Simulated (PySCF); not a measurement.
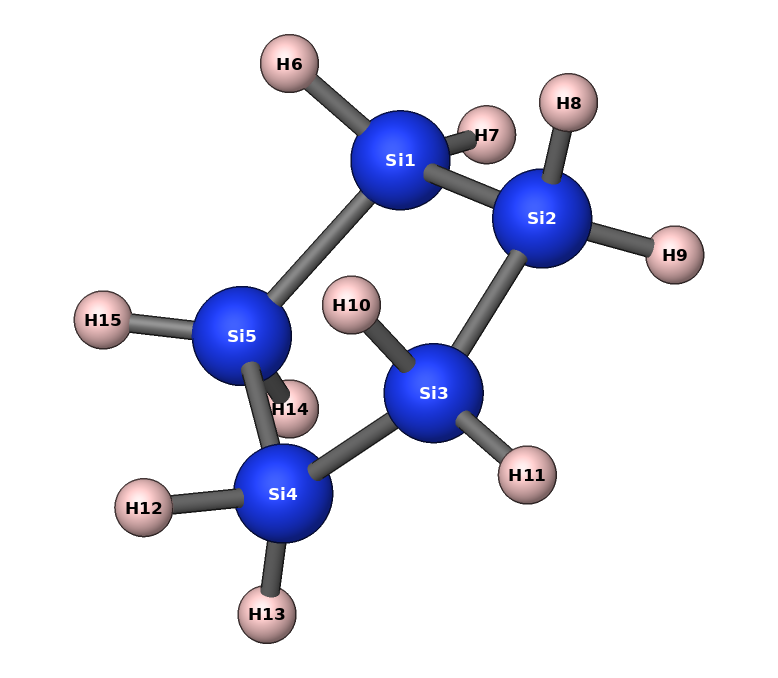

Geometry: a frame of a GFN2-xTB molecular-dynamics simulation, not a minimum. Properties computed with GIAO PBE0/pcSseg-1 NMR shielding, non-relativistic, gas phase (PySCF 2.14.0). Principal shieldings σ11 ≤ σ22 ≤ σ33, span Ω = σ33 − σ11, skew κ = 3(σiso − σ22)/Ω.

Question: Which Si atom has the most anisotropic shielding?

Answer: Si1, with a span of 189 ppm.

Give the shielding tensors of the Si atoms.

| atom | σ11 | σ22 | σ33 | σiso | Ω | κ |
| --- | --- | --- | --- | --- | --- | --- |
| Si1 | 373.0 | 490.4 | 562.1 | 475.2 | 189.2 | −0.24 |
| Si2 | 432.1 | 442.9 | 499.0 | 458.0 | 66.9 | 0.68 |
| Si3 | 385.6 | 446.4 | 500.6 | 444.2 | 115.0 | −0.06 |
| Si4 | 434.6 | 444.4 | 533.7 | 470.9 | 99.1 | 0.80 |
| Si5 | 426.0 | 442.2 | 498.3 | 455.5 | 72.2 | 0.55 |

Shieldings and span in ppm.
